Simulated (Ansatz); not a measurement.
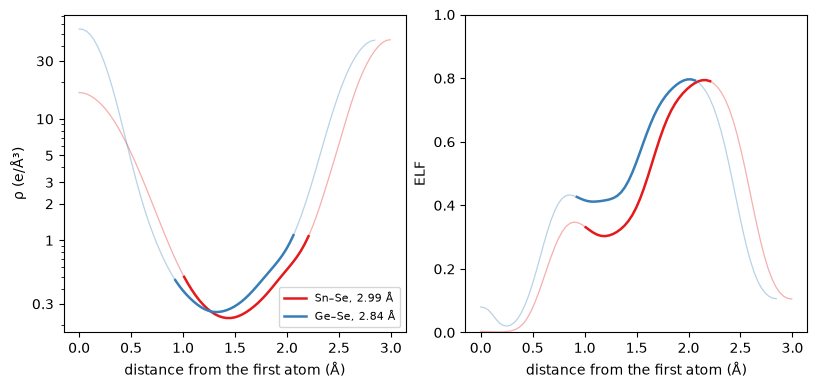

The picture shows: SnGe3Se4. Valence pseudo-density and ELF along straight lines between neighbouring atoms. Thin, pale parts lie inside the atomic spheres.

Space group R-3m; a structure generated by program, which may or may not match a known phase.

Level of theory: DFT PBE, scalar-relativistic, plane waves, PAW (Ansatz 0.2.0).

In a PAW calculation such maps are meaningful between the atoms, not at the nuclei.

```yaml
crystal:
  lattice:
    - [4.06967, 0.00000, 0.00000]
    - [-2.03484, 3.52444, 0.00000]
    - [0.00000, 0.00000, 40.04503]
  atoms:
    - { symbol: Sn, position: [0.00000, 0.00000, 0.00000] }
    - { symbol: Sn, position: [0.66667, 0.33333, 0.33333] }
    - { symbol: Sn, position: [0.33333, 0.66667, 0.66667] }
    - { symbol: Ge, position: [0.00000, 0.00000, 0.24689] }
    - { symbol: Ge, position: [0.66667, 0.33333, 0.58022] }
    - { symbol: Ge, position: [0.33333, 0.66667, 0.91356] }
    - { symbol: Ge, position: [0.33333, 0.66667, 0.16667] }
    - { symbol: Ge, position: [0.00000, 0.00000, 0.50000] }
    - { symbol: Ge, position: [0.66667, 0.33333, 0.83333] }
    - { symbol: Ge, position: [0.66667, 0.33333, 0.08644] }
    - { symbol: Ge, position: [0.33333, 0.66667, 0.41978] }
    - { symbol: Ge, position: [0.00000, 0.00000, 0.75311] }
    - { symbol: Se, position: [0.33333, 0.66667, 0.28702] }
    - { symbol: Se, position: [0.00000, 0.00000, 0.62035] }
    - { symbol: Se, position: [0.66667, 0.33333, 0.95368] }
    - { symbol: Se, position: [0.66667, 0.33333, 0.20684] }
    - { symbol: Se, position: [0.33333, 0.66667, 0.54017] }
    - { symbol: Se, position: [0.00000, 0.00000, 0.87350] }
    - { symbol: Se, position: [0.00000, 0.00000, 0.12650] }
    - { symbol: Se, position: [0.66667, 0.33333, 0.45983] }
    - { symbol: Se, position: [0.33333, 0.66667, 0.79316] }
    - { symbol: Se, position: [0.33333, 0.66667, 0.04632] }
    - { symbol: Se, position: [0.00000, 0.00000, 0.37965] }
    - { symbol: Se, position: [0.66667, 0.33333, 0.71298] }
```

Question: What can be read from the curves?

Answer: Sn–Se (2.99 Å): the density is about 0.23 e/Å³ at the midpoint; the ELF is about 0.40 at the midpoint.
Ge–Se (2.84 Å): the density is about 0.27 e/Å³ at the midpoint; the ELF is about 0.50 at the midpoint.
